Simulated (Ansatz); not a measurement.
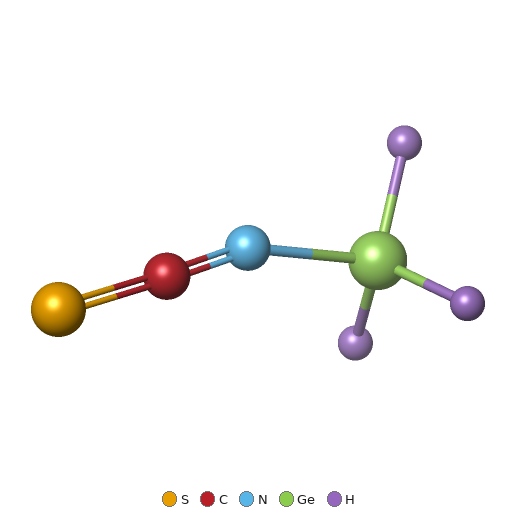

Computed geometry: PBE0-D4/def2-TZVP optimisation.

Give the structural formula.

SMILES: S=C=[N][GeH3]

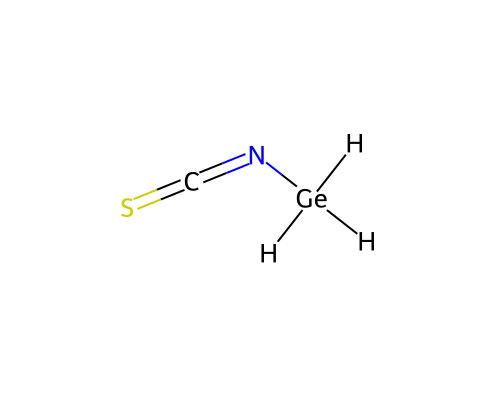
